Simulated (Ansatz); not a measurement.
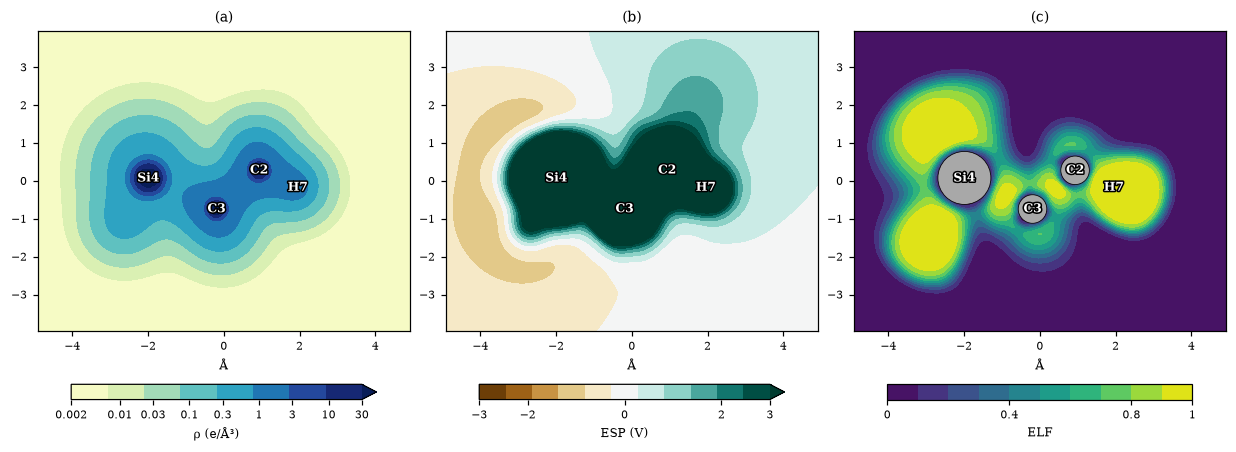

Figure. C₂H₈O₂Si. (a) total electron density; (b) molecular electrostatic potential; (c) electron localisation function on the plane of atoms C2, C3 and Si4. Grey discs cover the atomic cores in the ELF map.

Computed with RKS PBE-D4/cc-pVDZ (Ansatz 0.2.0).

Input

```
crystal:
  periodic: [false, false, false]
  atoms:
    - { symbol: O, position_ang: [-1.2257, 1.2257, 0.2621] }
    - { symbol: C, position_ang: [-0.9948, 0.0107, 0.8575] }
    - { symbol: C, position_ang: [0.4662, -0.2805, 0.7355] }
    - { symbol: Si, position_ang: [1.1813, -0.5889, -0.9963] }
    - { symbol: O, position_ang: [0.7665, 0.6755, -2.011] }
    - { symbol: H, position_ang: [-2.2058, 1.4922, 0.4488] }
    - { symbol: H, position_ang: [-1.2513, 0.0801, 1.9172] }
    - { symbol: H, position_ang: [-1.564, -0.7395, 0.3697] }
    - { symbol: H, position_ang: [0.7382, -1.1426, 1.4037] }
    - { symbol: H, position_ang: [1.0689, 0.5649, 1.1779] }
    - { symbol: H, position_ang: [1.16775, 0.31217, -2.83991] }
    - { symbol: H, position_ang: [2.5895, -0.8251, -0.9711] }
    - { symbol: H, position_ang: [0.0202, 1.3004, -1.6661] }
basis:
  gaussian: { orbitals: cc-pVDZ }
hamiltonian:
  xc: pbe
  dispersion: d4
relax:
  f_tol: 0.02
  max_steps: 50
output:
  orbitals: {}
```

Launched as:

```sh
ansatz run input.yaml --threads 2 --pin off --max-ram 3072MiB --backend cpu --events-out ev --progress --plain --runs-dir out
```

The fields are those of the relaxed geometry.

**What do the fields say about this system?**

- Atoms in the plane: C, Si and H.
- C–C (1.52 Å): ρ at the midpoint is about 1.6 e/Å³; the ELF peaks at about 0.95 between the atoms: a covalent bond.
- C–Si (1.98 Å): ρ is about 0.79 e/Å³ halfway; the ELF peaks at about 0.95 between the atoms: localised, covalent bonding.
- C–H (1.11 Å): ρ is about 1.9 e/Å³ halfway; the ELF climbs to about 1 towards the hydrogen, as it does in any bond to H; a covalent bond by its length.
- The ELF also peaks beside Si4, away from the bonds: lone-pair regions.
- Outside the dense part of the molecule the potential is most negative (−1.1 V) near Si4.
